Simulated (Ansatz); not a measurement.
# TaF4: one candidate of a structure search

The task: take a trial cell of TaF4 to zero force and stress.

Computed with Ansatz 0.2.0 (DFT PBE, scalar-relativistic, plane waves, PAW, unless a step's input says otherwise).

### Step 1. The system as given

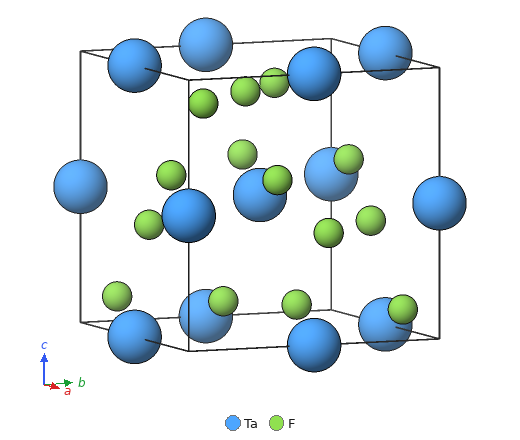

The starting structure, seen slightly off an axis (tantalum blue, fluorine green). The cell drawn here is the conventional one.

Structure file:

```cif
data_structure
_symmetry_space_group_name_H-M 'F-43m'
_symmetry_Int_Tables_number 216
_cell_length_a 6.6360
_cell_length_b 6.6360
_cell_length_c 6.6360
_cell_angle_alpha 90.000
_cell_angle_beta 90.000
_cell_angle_gamma 90.000
_cell_volume 292.23
loop_
_atom_site_label
_atom_site_type_symbol
_atom_site_symmetry_multiplicity
_atom_site_Wyckoff_symbol
_atom_site_fract_x
_atom_site_fract_y
_atom_site_fract_z
_atom_site_occupancy
Ta1 Ta 4 b 0.50000 0.00000 0.00000 1
F1 F 16 e 0.39785 0.10215 0.39785 1
```

Recipe of the guess: random cell by space group and Wyckoff sites (F-43m, No. 216). The dimensions are guesses.

### Step 2. Probe: one point on a coarse mesh

input.yaml

```yaml
crystal:
  lattice:
    - [0.0, 3.31799846, 3.31799846]
    - [3.31799846, 0.0, 3.31799846]
    - [3.31799846, 3.31799846, 0.0]
  atoms:
    - { symbol: Ta, position: [0.5, 0.5, 0.5] }
    - { symbol: F, position: [0.89785011, 0.89785011, 0.89785011] }
    - { symbol: F, position: [0.89785011, 0.89785011, 0.30644967] }
    - { symbol: F, position: [0.89785011, 0.30644967, 0.89785011] }
    - { symbol: F, position: [0.30644967, 0.89785011, 0.89785011] }
basis:
  ecutwfc: 420
kpoints:
  mp_grid: { grid: [4, 4, 4] }
hamiltonian:
  xc: pbe
scf:
  occupations: { method: gaussian, width: 0.1 }
  lower_state_search: "off"
output:
  forces: true
  stress: true
  eigenvalues: true
```

Command:

```sh
> ansatz run input.yaml --threads 1 --pin off --max-ram 2048MiB --backend cpu --events-out ev --progress --plain --runs-dir out
```

The program printed, shortened:

```text
[...]
SCF converged after 8 iterations
Free energy (F): -13153.469063 eV
[...]
E sigma→0 (E₀):  -13153.443852 eV
Entropy (-TS):   -0.050421 eV (-10.084 meV/atom)
Fermi energy:    5.750389 eV
[...]
--- Forces (eV/Å), atoms counted from 1 ---
  atom   1  Ta     0.00000000     0.00000000     0.00000000
  atom   2  F     -4.40777115    -4.40777115    -4.40777115
  atom   3  F      4.40777115     4.40777115    -4.40777115
  atom   4  F      4.40777115    -4.40777115     4.40777115
  atom   5  F     -4.40777115     4.40777115     4.40777115
[...]
--- Stress (GPa, compression-positive) ---
       -3.728575       0.000000       0.000000
        0.000000      -3.728575       0.000000
       -0.000000       0.000000      -3.728575
  P = ⅓ Tr σ = -3.7286 GPa (-37.286 kbar)
--- Band table (eV; the first three rows and the last of 8) ---
  k-point 0: bands = ["-65.4083", "-31.6152", "-31.6152", "-31.6152", "-18.2541", "-15.5414", "-15.5414", "-15.5414", "-1.0797", "0.2265", "0.2265", "0.2265", "0.8054", "0.8054", "4.3269", "4.3269", "4.3269", "5.3253", "5.3253", "5.3253", "5.5853", "5.8432", "5.8432", "5.8432", "6.7258", "6.7258"]
[...]
```

Run time: 3.1 s. Hardware: 1 thread of Intel Xeon Platinum 8259CL at 2.50GHz (Skylake/Cascade Lake), shared host; peak memory 0.37 GiB.

From the probe: pressure -3.7 GPa, largest force 7.63 eV/Å, gap on this mesh none (metal). A cheap, loose relaxation comes first.

### Step 3. A loose first relaxation

input.yaml: that of step 2 with these lines changed.

```diff
@@ -24 +24,6 @@
   eigenvalues: true
+relax:
+  adjacent_minimum: "off"
+  f_tol: 0.04
+  max_steps: 70
+  cell: { stress_tol: 0.4 }
```

Command:

```sh
> ansatz run input.yaml --threads 1 --pin off --max-ram 2048MiB --backend cpu --events-out ev --progress --plain --runs-dir out
```

The program printed:

```text
Warning: RAYON_NUM_THREADS=1 ignored (pool sized by the plan → 1); use --threads N
Engine: ansatz 0.2.0, x86_64-unknown-linux-gnu
Pseudopotentials: kind: paw
Pseudopotential: Ta, paw, valence charge 13, recommended cutoff 420 eV (normal), Ta.paw.azcp
Pseudopotential: F, paw, valence charge 7, recommended cutoff 420 eV (normal), F.paw.azcp
Functional definition: PBE
  parameter kappa = 0.804
  parameter beta = 0.06672455060314922
  exchange = pbe_x(kappa = kappa, mu = beta*pi^2/3)
  correlation = pbe_c(beta = beta)
Crystal: 5 atoms, lattice volume = 73.056 Å³
Basis set: ecut = 420 eV, 1411 PW (Γ), exchange–correlation on 64×64×64 points (8 copies of the dense FFT grid, shifted against one another)
Bands: 26, of which v1, the nominal top of the filled ones, is band 21 counted from 1 (20 counted from 0)
Symmetry: 24 space group operations
Space group: F-43m (ITA 216), of the structure as read, at distance tolerance 4.2e-5 Å
k-points: 8 of 64 (time reversal used)
Non-local potential: Ta, projectors of the file, l = 0: 3, l = 1: 2, l = 2: 2, l = 3: 1
Non-local potential: F, projectors of the file, l = 0: 2, l = 1: 2, l = 2: 1
PAW form: soft (Blöchl's): semilocal exchange-correlation on the pseudo side does not see the compensation charge
PAW one-centre angular grid: Ta, 590 points (default); XC on 64 Gauss nodes
PAW one-centre angular grid: F, 110 points (default); XC on 64 Gauss nodes
Initial density: superposition of atomic densities (neutral atoms: chi_scale 0, normalization atom), corrected by the library's trained network
Initial wavefunctions: pseudopotential atomic-orbital guess
Functional: x = pbe(κ = 0.804, μ = 0.2195149727645171), c = pbe(β = 0.06672455060314922)
SCF iter   1: F=—  HF=-13153.458483 eV  |F-HF|=—  |Δ(HF+E_count)|=         —  Δρ=7.38e-3  dr2=3.03e-2  ethr=1.77e-3  ⟨swp⟩=5.8  Hψ=765  notcnv=0
preconditioner: auto → LDOS  [metal: Δε(μ)=0.045 eV  Ē_g=8.530 eV  σ=0.100 eV  W_gap=0.25  n_scr=14 (ndim 8)  ℏωp=25.0 eV  f_vac=0.100  D(μ)=10.17/eV (n_scr^D=168)  β→1.0]
SCF iter   2: F=—  HF=-13153.468941 eV  |F-HF|=—  |Δ(HF+E_count)|=   1.05e-2  Δρ=3.10e-3  dr2=8.59e-3  ethr=7.38e-5  ⟨swp⟩=2.0  Hψ=411  notcnv=0
SCF iter   3: F=—  HF=-13153.468919 eV  |F-HF|=—  |Δ(HF+E_count)|=   2.20e-5  Δρ=9.34e-4  dr2=5.29e-4  ethr=2.09e-5  ⟨swp⟩=2.0  Hψ=287  notcnv=0
SCF iter   4: F=—  HF=-13153.469086 eV  |F-HF|=—  |Δ(HF+E_count)|=   1.67e-4  Δρ=6.67e-4  dr2=4.41e-4  ethr=1.29e-6  ⟨swp⟩=2.0  Hψ=313  notcnv=0
SCF iter   5: F=—  HF=-13153.469094 eV  |F-HF|=—  |Δ(HF+E_count)|=   7.38e-6  Δρ=3.05e-4  dr2=1.03e-4  ethr=1.08e-6  ⟨swp⟩=1.1  Hψ=209  notcnv=0
SCF iter   6: F=—  HF=-13153.469090 eV  |F-HF|=—  |Δ(HF+E_count)|=   4.01e-6  Δρ=7.69e-5  dr2=6.42e-6  ethr=2.52e-7  ⟨swp⟩=1.6  Hψ=226  notcnv=0
SCF iter   7: F=—  HF=-13153.469063 eV  |F-HF|=—  |Δ(HF+E_count)|=   2.69e-5  Δρ=5.72e-6  dr2=4.40e-8  ethr=2.44e-10  ⟨swp⟩=4.0  Hψ=867  notcnv=0
SCF iter   8: F=-13153.469063 eV  HF=-13153.469063 eV  |F-HF|=5.24e-10  |Δ(HF+E_count)|=   1.96e-8  Δρ=1.08e-6  dr2=8.51e-10  ethr=1.07e-10  ⟨swp⟩=2.0  Hψ=678  notcnv=0
SCF 1 converged in 8 iterations: F = -13153.469063 eV  dr2 = 8.51e-10
relax step   1: F+E_penalty+E_count = -13153.46906279 eV  Δ(F+E_penalty+E_count) = +0.000e0 eV  max|allowed force component| = 4.408e0 eV/Å  Δτ_max = 0.0000 Å  P = -3.729 GPa  Ω = 73.056 Å³  (8 SCF iters, dr2 threshold 1.00e-7 eV, accepted)
Crystal: 5 atoms, lattice volume = 62.832 Å³
Basis set: ecut = 420 eV, 1243 PW (Γ), exchange–correlation on 64×64×64 points (8 copies of the dense FFT grid, shifted against one another)
Initial density: handed on by an earlier stage of this run
Initial wavefunctions: those handed on with the density
iter 1 solved again at ethr=1.90e-3 eV; its pass at ethr=3.10e-3 eV (dr2=7.81e-1 eV) is discarded
SCF iter   1: F=—  HF=-13157.905181 eV  |F-HF|=—  |Δ(HF+E_count)|=         —  Δρ=4.60e-2  dr2=7.83e-1  ethr=1.90e-3  ⟨swp⟩=1.0  Hψ=1053  notcnv=0
preconditioner: auto → LDOS  [metal: Δε(μ)=0.019 eV  Ē_g=9.413 eV  σ=0.100 eV  W_gap=0.11  n_scr=14 (ndim 8)  ℏωp=26.9 eV  f_vac=0.069  D(μ)=6.91/eV (n_scr^D=112)  β→1.0]
SCF iter   2: F=—  HF=-13157.781075 eV  |F-HF|=—  |Δ(HF+E_count)|=   1.24e-1  Δρ=2.44e-2  dr2=2.84e-1  ethr=1.90e-3  ⟨swp⟩=2.0  Hψ=356  notcnv=0
SCF iter   3: F=—  HF=-13157.717193 eV  |F-HF|=—  |Δ(HF+E_count)|=   6.39e-2  Δρ=6.11e-3  dr2=2.54e-2  ethr=6.92e-4  ⟨swp⟩=2.0  Hψ=413  notcnv=0  defer=3
SCF iter   4: F=—  HF=-13157.714885 eV  |F-HF|=—  |Δ(HF+E_count)|=   2.31e-3  Δρ=1.68e-3  dr2=2.98e-3  ethr=6.20e-5  ⟨swp⟩=1.0  Hψ=205  notcnv=0  defer=3
SCF iter   5: F=—  HF=-13157.714796 eV  |F-HF|=—  |Δ(HF+E_count)|=   8.87e-5  Δρ=6.41e-4  dr2=2.74e-4  ethr=7.27e-6  ⟨swp⟩=1.6  Hψ=231  notcnv=0  defer=3
SCF iter   6: F=—  HF=-13157.714823 eV  |F-HF|=—  |Δ(HF+E_count)|=   2.62e-5  Δρ=8.25e-5  dr2=3.83e-6  ethr=6.69e-7  ⟨swp⟩=2.4  Hψ=277  notcnv=0  defer=3
SCF iter   7: F=-13157.714825 eV  HF=-13157.714825 eV  |F-HF|=1.24e-8  |Δ(HF+E_count)|=   2.15e-6  Δρ=1.13e-5  dr2=1.28e-7  ethr=1.22e-9  ⟨swp⟩=7.9  Hψ=977  notcnv=0
SCF 2 converged in 7 iterations: F = -13157.714825 eV  dr2 = 1.28e-7
relax step   2: F+E_penalty+E_count = -13157.71482487 eV  Δ(F+E_penalty+E_count) = -4.246e0 eV  max|allowed force component| = 1.532e0 eV/Å  Δτ_max = 0.1829 Å  P = -9.847 GPa  Ω = 62.832 Å³  energy of the carried Pulay correction = +4.641e-2 eV  (7 SCF iters, dr2 threshold 5.00e-7 eV, accepted)
Crystal: 5 atoms, lattice volume = 53.644 Å³
Basis set: ecut = 420 eV, 1067 PW (Γ), exchange–correlation on 64×64×64 points (8 copies of the dense FFT grid, shifted against one another)
iter 1 solved again at ethr=3.58e-4 eV; its pass at ethr=3.10e-3 eV (dr2=1.47e-1 eV) is discarded
SCF iter   1: F=—  HF=-13158.385547 eV  |F-HF|=—  |Δ(HF+E_count)|=         —  Δρ=3.34e-2  dr2=1.46e-1  ethr=3.58e-4  ⟨swp⟩=1.0  Hψ=1066  notcnv=0
preconditioner: auto → LDOS  [insulator: Δε(μ)=0.163 eV  Ē_g=10.146 eV  σ=0.100 eV  W_gap=0.54  n_scr=14 (ndim 8)  ℏωp=29.1 eV  f_vac=0.058  D(μ)=4.26/eV (n_scr^D=58)  ε∞_Penn≈9.2  β→1.0]
SCF iter   2: F=—  HF=-13158.370941 eV  |F-HF|=—  |Δ(HF+E_count)|=   1.46e-2  Δρ=1.40e-2  dr2=7.51e-2  ethr=3.56e-4  ⟨swp⟩=2.0  Hψ=382  notcnv=0
SCF iter   3: F=—  HF=-13158.354050 eV  |F-HF|=—  |Δ(HF+E_count)|=   1.69e-2  Δρ=3.14e-3  dr2=3.42e-3  ethr=1.83e-4  ⟨swp⟩=2.0  Hψ=359  notcnv=0  defer=1
SCF iter   4: F=—  HF=-13158.353692 eV  |F-HF|=—  |Δ(HF+E_count)|=   3.58e-4  Δρ=1.20e-3  dr2=9.10e-4  ethr=8.33e-6  ⟨swp⟩=2.0  Hψ=360  notcnv=0  defer=1
SCF iter   5: F=—  HF=-13158.353743 eV  |F-HF|=—  |Δ(HF+E_count)|=   5.13e-5  Δρ=4.04e-4  dr2=1.28e-4  ethr=2.22e-6  ⟨swp⟩=2.4  Hψ=301  notcnv=0  defer=1
SCF iter   6: F=—  HF=-13158.353729 eV  |F-HF|=—  |Δ(HF+E_count)|=   1.40e-5  Δρ=8.43e-5  dr2=5.76e-6  ethr=3.13e-7  ⟨swp⟩=2.1  Hψ=311  notcnv=0  defer=2
SCF iter   7: F=-13158.353732 eV  HF=-13158.353732 eV  |F-HF|=2.58e-7  |Δ(HF+E_count)|=   3.08e-6  Δρ=1.17e-5  dr2=9.29e-8  ethr=1.22e-9  ⟨swp⟩=5.1  Hψ=987  notcnv=0
SCF 3 converged in 7 iterations: F = -13158.353732 eV  dr2 = 9.29e-8
relax step   3: F+E_penalty+E_count = -13158.35373233 eV  Δ(F+E_penalty+E_count) = -6.389e-1 eV  max|allowed force component| = 5.839e-1 eV/Å  Δτ_max = 0.1013 Å  P = +6.951 GPa  Ω = 53.644 Å³  energy of the carried Pulay correction = +9.454e-2 eV  (7 SCF iters, dr2 threshold 5.00e-7 eV, accepted)
[... 11 lines left out ...]
relax step   4: F+E_penalty+E_count = -13158.41464757 eV  Δ(F+E_penalty+E_count) = -6.092e-2 eV  max|allowed force component| = 1.621e-1 eV/Å  Δτ_max = 0.0280 Å  P = -1.975 GPa  Ω = 56.959 Å³  energy of the carried Pulay correction = +7.639e-2 eV  (6 SCF iters, dr2 threshold 5.00e-7 eV, accepted)
[... 10 lines left out ...]
relax step   5: F+E_penalty+E_count = -13158.42807160 eV  Δ(F+E_penalty+E_count) = -1.342e-2 eV  max|allowed force component| = 6.242e-4 eV/Å  Δτ_max = 0.0067 Å  P = -0.070 GPa  Ω = 56.125 Å³  energy of the carried Pulay correction = +8.086e-2 eV  (6 SCF iters, dr2 threshold 5.00e-7 eV, accepted)
[... 11 lines left out ...]
relax step   6: F+E_penalty+E_count = -13158.40967256 eV  Δ(F+E_penalty+E_count) = +1.840e-2 eV  max|allowed force component| = 7.104e-4 eV/Å  Δτ_max = 0.0000 Å  P = -0.934 GPa  Ω = 56.125 Å³  stress off target by 9.34e-1 GPa  SCF on the basis re-selected at this cell (its energy is not comparable with the rows above)  (6 SCF iters)
[... 10 lines left out ...]
relax step   7: F+E_penalty+E_count = -13158.41270433 eV  Δ(F+E_penalty+E_count) = -3.032e-3 eV  max|allowed force component| = 5.643e-3 eV/Å  Δτ_max = 0.0001 Å  P = +0.017 GPa  Ω = 55.751 Å³  energy of the carried Pulay correction = +1.958e-3 eV  (5 SCF iters, dr2 threshold 5.00e-7 eV, accepted)
iter 1 solved again at ethr=7.51e-8 eV; its pass at ethr=3.10e-3 eV (dr2=3.08e-5 eV) is discarded
SCF iter   1: F=—  HF=-13158.411122 eV  |F-HF|=—  |Δ(HF+E_count)|=         —  Δρ=7.05e-5  dr2=4.99e-7  ethr=7.51e-8  ⟨swp⟩=3.2  Hψ=1406  notcnv=0
preconditioner: auto → LDOS  [insulator: Δε(μ)=0.136 eV  Ē_g=9.903 eV  σ=0.100 eV  W_gap=0.52  n_scr=14 (ndim 8)  ℏωp=28.6 eV  f_vac=0.069  D(μ)=4.55/eV (n_scr^D=58)  ε∞_Penn≈9.3  β→1.0]
SCF iter   2: F=—  HF=-13158.411112 eV  |F-HF|=—  |Δ(HF+E_count)|=   1.05e-5  Δρ=3.90e-5  dr2=4.71e-7  ethr=1.22e-9  ⟨swp⟩=2.0  Hψ=340  notcnv=0
SCF iter   3: F=—  HF=-13158.411112 eV  |F-HF|=—  |Δ(HF+E_count)|=   1.10e-7  Δρ=6.23e-6  dr2=1.40e-8  ethr=1.15e-9  ⟨swp⟩=2.0  Hψ=316  notcnv=0
SCF iter   4: F=-13158.411112 eV  HF=-13158.411112 eV  |F-HF|=4.02e-10  |Δ(HF+E_count)|=   5.32e-9  Δρ=1.68e-6  dr2=2.38e-9  ethr=7.80e-12  ⟨swp⟩=4.9  Hψ=745  notcnv=0
SCF 8 converged in 4 iterations: F = -13158.411112 eV  dr2 = 2.38e-9
relax step   8: F+E_penalty+E_count = -13158.41111166 eV  Δ(F+E_penalty+E_count) = +1.593e-3 eV  max|allowed force component| = 5.676e-3 eV/Å  Δτ_max = 0.0000 Å  P = -0.046 GPa  Ω = 55.751 Å³  stress off target by 4.61e-2 GPa  SCF on the basis re-selected at this cell (its energy is not comparable with the rows above)  (4 SCF iters)
basis re-selected at this cell: Δ(F+E_penalty+E_count) = +1.593e-3 eV, ΔP = -0.063 GPa vs the last step (what re-selecting the basis moved, of the pressure what is left beyond the Pulay correction that the steps carried, after the strain that the cell walked since its last selection, with what the two solves' SCF thresholds leave and, on support functions, any second-order correction that the steps lacked; it is no measure of the basis error at this ecutwfc). This SCF's stress stands 4.61e-2 GPa from its target on what of the cell is left free (relax.cell.stress_tol is 4.00e-1 GPa) and its largest allowed force component is 5.68e-3 eV/Å (relax.f_tol is 4.00e-2 eV/Å): within both
SCF converged after 4 iterations
Free energy (F): -13158.411112 eV
Harris-Foulkes:  -13158.411112 eV  (|F-HF|=4.02e-10)
Internal energy: -13158.388357 eV  (E = F + TS)
E sigma→0 (E₀):  -13158.399734 eV
Entropy (-TS):   -0.022755 eV (-4.551 meV/atom)
Fermi energy:    9.432312 eV
--- Per-component energies (eV) ---
  E_band       = -259.844944
  E_kinetic    = 1182.283362
  E_local      = -2840.590029  (includes V_loc(G=0)·N_el)
  E_nonlocal   = 305.643138
  E_hartree    = 1035.794204
  E_xc         = -532.100777
  E_vxc        = -606.070658  (∫ρ·V_xc dr)
  E_paw        = -9195.219029  (= ΣΔE_a)
  E_vpaw       = -372.706748  (= ΣTr[D̂ρ^β])
  E_aug_tail   = 0.008079  (compensation charges beyond the density's cutoff)
  E_ewald      = -3114.207306
  E_smearing   = -0.022755  (= −TS)
  E_closure    = -0.000000  (closes the sum)
  Σ components = -13158.411112   (vs F -13158.411112, Δ=0.00e0)
--- Forces (eV/Å), atoms counted from 1 ---
  atom   1  Ta     0.00000000    -0.00000000     0.00000000
  atom   2  F      0.00567575     0.00567575     0.00567575
  atom   3  F     -0.00567575    -0.00567575     0.00567575
  atom   4  F     -0.00567575     0.00567575    -0.00567575
  atom   5  F      0.00567575    -0.00567575    -0.00567575
  max |Σ_I F_I| component: 9.11e-17 eV/Å
--- Stress (GPa, compression-positive) ---
       -0.046118       0.000000       0.000000
        0.000000      -0.046118      -0.000000
        0.000000       0.000000      -0.046118
  P = ⅓ Tr σ = -0.0461 GPa (-0.461 kbar)
--- Band table (eV; the first three rows and the last of 8) ---
  k-point 0: bands = ["-61.9086", "-28.0865", "-28.0865", "-28.0865", "-15.1290", "-12.3676", "-12.3676", "-12.3676", "1.9836", "2.6895", "2.6895", "2.6895", "3.1964", "3.1964", "7.4299", "7.4299", "7.4299", "8.9520", "8.9520", "8.9520", "9.6217", "10.2014", "10.2014", "10.2014", "11.4411", "11.4411"]
  k-point 1: bands = ["-61.9085", "-28.0991", "-28.0878", "-28.0878", "-14.8496", "-12.7313", "-12.3865", "-12.3865", "2.3100", "2.9238", "2.9238", "2.9480", "3.6867", "3.6867", "6.6250", "6.6250", "7.4404", "7.7695", "8.8490", "8.8490", "9.6312", "10.2269", "10.2269", "11.2408", "11.2447", "11.2447"]
  k-point 2: bands = ["-61.9083", "-28.1117", "-28.0891", "-28.0891", "-14.4330", "-13.2283", "-12.4054", "-12.4054", "2.2546", "3.2858", "3.2858", "4.0739", "4.4974", "4.4974", "5.4039", "5.4039", "6.3757", "7.4510", "8.7248", "8.7248", "9.0679", "10.4801", "10.4801", "10.8232", "10.8232", "13.5209"]
  k-point 7: bands = ["-61.9083", "-28.1053", "-28.0989", "-28.0954", "-13.8939", "-13.7933", "-12.4440", "-12.3978", "2.8313", "3.3757", "3.6909", "3.7318", "4.6931", "4.7538", "5.4019", "5.5188", "6.3503", "6.7091", "8.2784", "8.3428", "9.7124", "9.8691", "10.0383", "10.3093", "10.9481", "14.5700"]
--- Relaxed structure (6 steps of the walk, 6 accepted, 2 SCFs on fresh bases) ---
  F+E_penalty+E_count = -13158.41111166 eV   max|allowed force component| = 5.676e-3 eV/Å   (the final SCF, on the basis selected at the relaxed cell)
  cell:  # Å, volume = 55.7515 Å³
    - [-3.078273988820989e-33, 3.032089959349348, 3.032089959349348]
    - [3.032089959349348, -3.81612946162585e-33, 3.032089959349348]
    - [3.032089959349348, 3.032089959349348, -5.523081389826984e-33]
  atoms:
    - { symbol: Ta, position: [0.49999999999999994, 0.49999999999999994, 0.49999999999999994] }
    - { symbol: F, position: [0.8749632567052439, 0.8749632567052439, 0.8749632567052439] }
    - { symbol: F, position: [0.8749632567052439, 0.8749632567052439, 0.3751102298842681] }
    - { symbol: F, position: [0.8749632567052439, 0.3751102298842681, 0.874963256705244] }
    - { symbol: F, position: [0.3751102298842681, 0.8749632567052439, 0.874963256705244] }
```

Wall time 21 s (1 thread of Intel Xeon Platinum 8259CL at 2.50GHz (Skylake/Cascade Lake), shared host); peak memory 0.39 GiB.

Step by step:

| step | E - E(step 1) (eV/cell) | largest force component (eV/Å) | pressure (GPa) | volume (Å³) |
| --- | --- | --- | --- | --- |
| 1 | 0.0000 | 4.4078 | -3.73 | 73.06 |
| 2 | -4.2458 | 1.5317 | -9.85 | 62.83 |
| 3 | -4.8847 | 0.5839 | 6.95 | 53.64 |
| 4 | -4.9456 | 0.1621 | -1.97 | 56.96 |
| 5 | -4.9590 | 0.0006 | -0.07 | 56.13 |
| 6 | -4.9406 | 0.0007 | -0.93 | 56.13 |
| 7 | -4.9436 | 0.0056 | 0.02 | 55.75 |
| 8 | -4.9420 | 0.0057 | -0.05 | 55.75 |

Step 1 is the start. Steps 6, 8 each repeat the geometry before them on a plane-wave basis chosen anew, so the energy can jump there without any move.

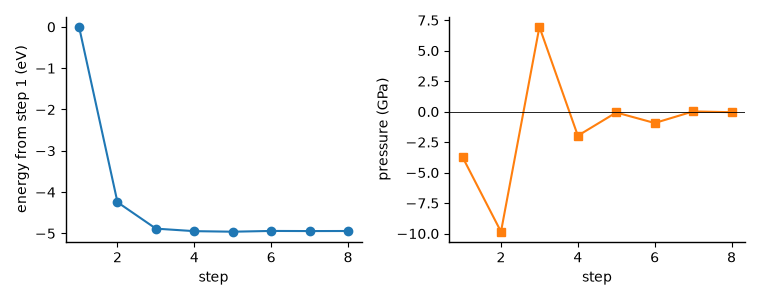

Energy and pressure along the relaxation.

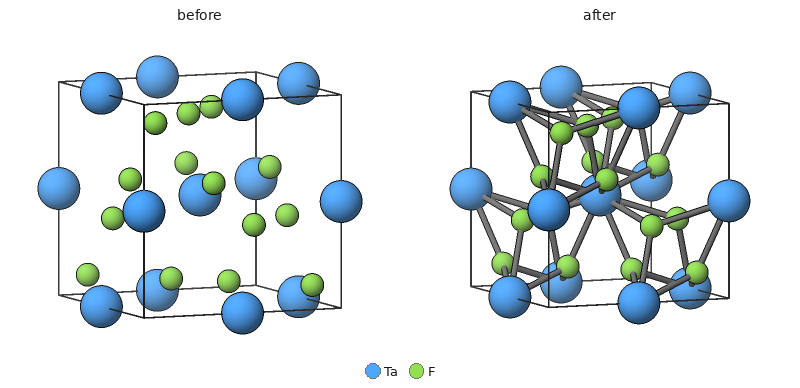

The structure before (left) and after (right) the relaxation, drawn at the same scale.

Lengths and angles in the start's conventional setting:

|  | before | after | change |
| --- | --- | --- | --- |
| a (Å) | 6.636 | 6.064 | -8.6 % |
| b (Å) | 6.636 | 6.064 | -8.6 % |
| c (Å) | 6.636 | 6.064 | -8.6 % |
| volume (Å³/atom) | 14.61 | 11.15 | -23.7 % |
| shortest distance (Å) | 1.917 | 2.143 | +11.8 % |
| space group (0.01 Å) | F-43m | F-43m | same |

The run keeps the 24 symmetry operations of the start, so it could not have lowered the symmetry.

[end of part 1 of 2]
